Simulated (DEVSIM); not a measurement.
System: Ti/SiON/p-Ge capacitor, at 250 K.

```csv
layer (left to right),material,thickness (nm),Na (cm⁻³)
1,SiON,3.30,-
2,Ge,670,7.9e17
```

Metal gate on the left, work function 4.33 eV. Fixed charge at the semiconductor interface 8.2e11 cm⁻² (in units of +e); interface traps 1e12 cm⁻² eV⁻¹, uniform in energy, neutral level at 0.3 of the gap above the valence band.

The device is made up for the run: typed textbook-type constants, with dimensions and the other settings drawn at random. Values at 300 K; Nc and Nv go as T^1.5, mobilities as T to minus their exponent, the gap by Varshni's rule with the affinity fixed.

```csv
parameter,SiON,Ge
gap (eV),7,0.664
affinity (eV),1.4,4
permittivity,5.5,16
Nc (cm⁻³),-,1.04e19
Nv (cm⁻³),-,6e18
Varshni α (eV/K),-,0.000477
Varshni β (K),-,235
```

DEVSIM, 1D Poisson equation in equilibrium, Boltzmann statistics, complete ionisation; no quantum confinement or tunnelling. Metal contacts follow the ideal Schottky-Mott rule: no Fermi-level pinning, no interface dipoles.

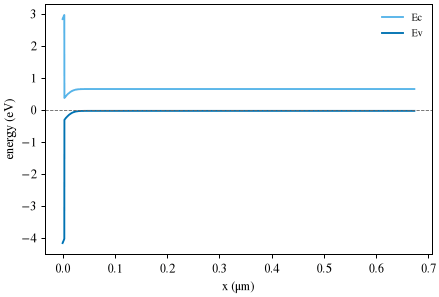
Band edges at 0.1 V on the gate

Energies count from the Fermi level of the right contact; mesh points crowd at the junctions.

```
x (μm)     Ec (eV)  Ev (eV)  n (cm⁻³)  p (cm⁻³)  field (V/cm)
---------  -------  -------  --------  --------  ------------
0.000        2.830   -4.170     < 1e2     < 1e2        400000
0.0007805    2.861   -4.139     < 1e2     < 1e2        400000
0.001649     2.896   -4.104     < 1e2     < 1e2        400000
0.002518     2.930   -4.069     < 1e2     < 1e2        400000
0.003514     0.366   -0.317    3.3e11    1.9e12        210000
0.004668     0.390   -0.293    1.1e11    5.7e12        200000
0.006632     0.428   -0.254    1.8e10    3.4e13        190000
0.01225      0.519   -0.164     2.7e8    2.3e15        140000
0.02072      0.603   -0.079   5400000    1.2e17         64000
0.03513      0.642   -0.041    900000    6.9e17          5900
0.06275      0.645   -0.038    790000    7.9e17            23
0.1385       0.645   -0.038    790000    7.9e17           ≈ 0
0.2526       0.645   -0.038    790000    7.9e17           ≈ 0
0.4179       0.645   -0.038    790000    7.9e17           ≈ 0
0.5604       0.645   -0.038    790000    7.9e17           ≈ 0
0.6124       0.645   -0.038    790000    7.9e17           ≈ 0
0.6395       0.645   -0.038    790000    7.9e17           ≈ 0
0.6554       0.645   -0.038    790000    7.9e17           ≈ 0
0.6660       0.645   -0.038    790000    7.9e17           ≈ 0
0.6699       0.645   -0.038    790000    7.9e17           ≈ 0
0.6719       0.645   -0.038    790000    7.9e17           ≈ 0
0.6733       0.645   -0.038    790000    7.9e17           ≈ 0
```
